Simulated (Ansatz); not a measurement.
A series of calculations on BSiNH5

Part 1: Relaxation

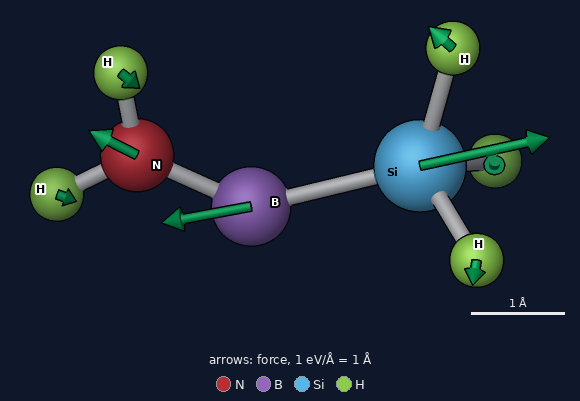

Starting geometry of BSiNH₅ (multiplicity 2) with the computed forces as green arrows. The picture is a ball-and-stick view, seen at a tilt.

The run prepares an end point of a later path (torsion) calculation, from a guessed geometry.

Computed with UKS BHLYP-D4/def2-SVP (Ansatz 0.2.0).

The input:
```yaml
crystal:
  periodic: [false, false, false]
  atoms:
    - { symbol: "N", position_ang: [-0.7597, 0.43675, -1.55152] }
    - { symbol: B, position_ang: [-0.77536, -0.03005, -0.2688] }
    - { symbol: Si, position_ang: [0.48634, -0.33556, 1.14607] }
    - { symbol: H, position_ang: [-1.57661, 0.51802, -2.14216] }
    - { symbol: H, position_ang: [0.0684, 0.75053, -2.04868] }
    - { symbol: H, position_ang: [0.14318, 0.46279, 2.33932] }
    - { symbol: H, position_ang: [1.93418, -0.05133, 0.96081] }
    - { symbol: H, position_ang: [0.47956, -1.75115, 1.56496] }
magnetization:
  spin_polarized: true
  initial_magnetization: 1
basis:
  gaussian: { orbitals: def2-SVP }
hamiltonian:
  xc: { name: BHLYP }
  dispersion: d4
relax:
  f_tol: 0.015
  max_steps: 40
output:
  orbitals: {}
```

Launched with:
```bash
ansatz run input.yaml --threads 1 --pin off --max-ram 2048MiB --backend cpu --events-out ev --progress --plain --runs-dir out
```

> Is this structure relaxed? If not, where do the atoms go?

It isn't relaxed: the largest force vector, on Si3, is 1.48 eV/Å. The final displacements follow the starting forces only in part (cosine between the two patterns 0.43). The atom that moves furthest after the best rigid fit is H7 (0.14 Å). By element the largest moves are H 0.14 Å, B 0.06 Å, Si 0.04 Å, N 0.01 Å. Among the contacts that change: B2–Si3 1.920 → 1.994 Å, Si3–H6 1.476 → 1.485 Å, Si3–H7 1.487 → 1.494 Å, N1–H5 1.016 → 1.010 Å. Bond angles that change, for instance: B2–Si3–H7 121.2° → 114.9°, H6–Si3–H7 102.9° → 107.3°, N1–B2–Si3 137.7° → 134.0°. Over 5 accepted moves (6 points after the start) the energy falls by 7.52 kJ/mol. The largest force component goes from 1.1 to 0.01 eV/Å. The line search rejected the trial step at point 3 of the run.

Part 2: Relaxation

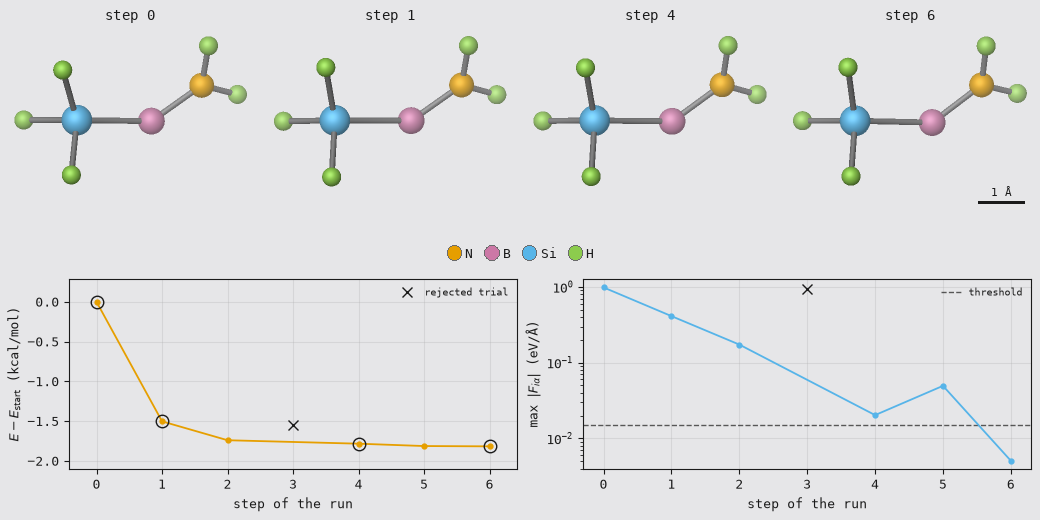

Frames of a relaxation of BSiNH5 (multiplicity 2), marked on the history of the run. Style: ball-and-stick. Shown at a tilt.

The run prepares an end point of a later path (torsion) calculation, from a guessed geometry.

Level of theory: Ansatz 0.2.0, UKS BHLYP-D4/def2-SVP.

Input
```yaml
crystal:
  periodic: [false, false, false]
  atoms:
    - { symbol: "N", position_ang: [-0.7597, 0.43675, -1.55152] }
    - { symbol: B, position_ang: [-0.77536, -0.03005, -0.2688] }
    - { symbol: Si, position_ang: [-2.06963, -0.69532, 0.98394] }
    - { symbol: H, position_ang: [-1.57661, 0.51802, -2.14216] }
    - { symbol: H, position_ang: [0.0684, 0.75053, -2.04868] }
    - { symbol: H, position_ang: [-1.74602, -2.07648, 1.39218] }
    - { symbol: H, position_ang: [-3.51086, -0.78267, 0.62819] }
    - { symbol: H, position_ang: [-2.08299, 0.11997, 2.2146] }
magnetization:
  spin_polarized: true
  initial_magnetization: 1
basis:
  gaussian: { orbitals: def2-SVP }
hamiltonian:
  xc: { name: BHLYP }
  dispersion: d4
relax:
  f_tol: 0.015
  max_steps: 40
output:
  orbitals: {}
```

Launched with:
```bash
ansatz run input.yaml --threads 1 --pin off --max-ram 2048MiB --backend cpu --events-out ev --progress --plain --runs-dir out
```

Q: Describe the path.

A: The largest move after the best rigid fit is that of H7, 0.13 Å. By element the largest moves are H 0.13 Å, B 0.05 Å, Si 0.04 Å, N 0.01 Å. Among the contacts that change: B2–Si3 1.920 → 1.994 Å, Si3–H6 1.476 → 1.485 Å, N1–H5 1.016 → 1.007 Å, Si3–H7 1.487 → 1.494 Å. Among the angles between lasting bonds that change: B2–Si3–H7 121.2° → 115.0°, H6–Si3–H7 102.9° → 107.3°, N1–B2–Si3 137.7° → 134.3°. Over 5 accepted moves (6 points after the start) the energy falls by 1.82 kcal/mol. Largest force component: 0.99 eV/Å at the start, 0.0051 eV/Å at the end. The line search rejected the trial step at point 3 of the run. From step 0 to 1: H7 moves most (0.09 Å), energy −1.50 kcal/mol. From step 1 to 4: B2 moves most (0.04 Å), energy −0.28 kcal/mol. From step 4 to 6: H7 moves most (0.06 Å), energy −0.03 kcal/mol.

Part 3: Path

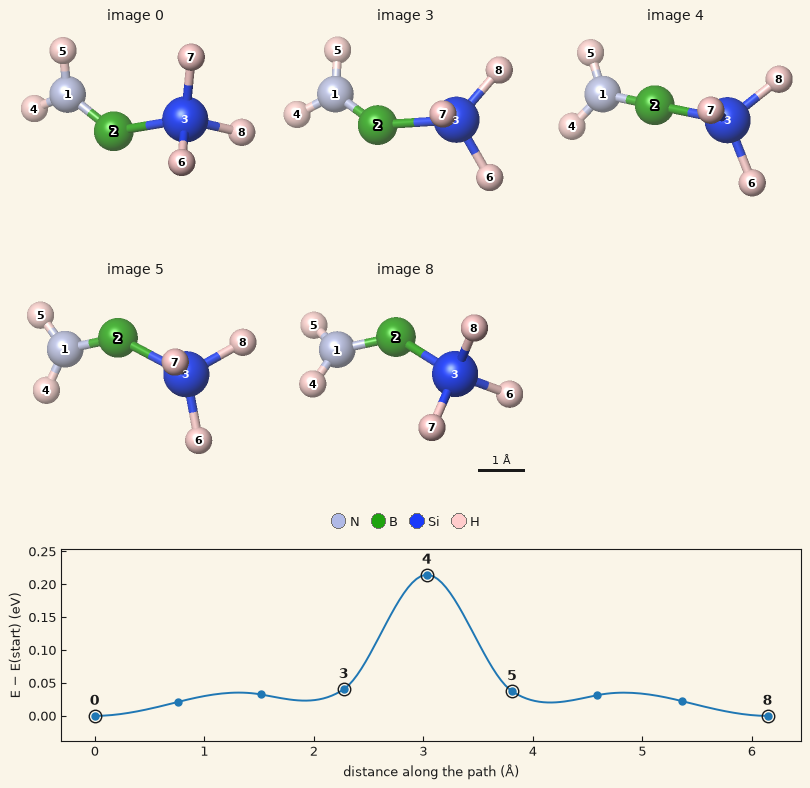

NEB run on BSiNH₅ (multiplicity 2). Images are numbered from 0 (start) to 8 (end). Style: ball-and-stick. Shown at a tilt.

Method: Ansatz, UKS BHLYP-D4/def2-SVP. Settings: 7 movable images; climbing image; force threshold 0.03 eV/Å; iteration limit 60; starting path through a guess of the saddle point.

Describe the mechanism and the energy profile.

The motion is an in-plane inversion: the angle N1–B2–Si3 opens from 134° to 178° on the way and closes on the other side (134° at the end). No bond forms or breaks between the ends. Among the angles between lasting bonds that change up to the highest image: N1–B2–Si3 134.0° → 178.3°, B2–Si3–H7 114.9° → 106.1°. The two ends have the same energy, and the highest point, image 4, lies 0.215 eV above the start. The band converged in 13 iterations. The largest component of the band force went from 27 to 0.016 eV/Å. The climbing image converged on the top of the path. Its vibrational analysis gives one imaginary mode (276i cm⁻¹), as a transition state must have.

Cost: 100 s on 1 thread of AMD EPYC 9R45 96-Core Processor (Zen 5) (shared host), peak memory 0.19 GiB.
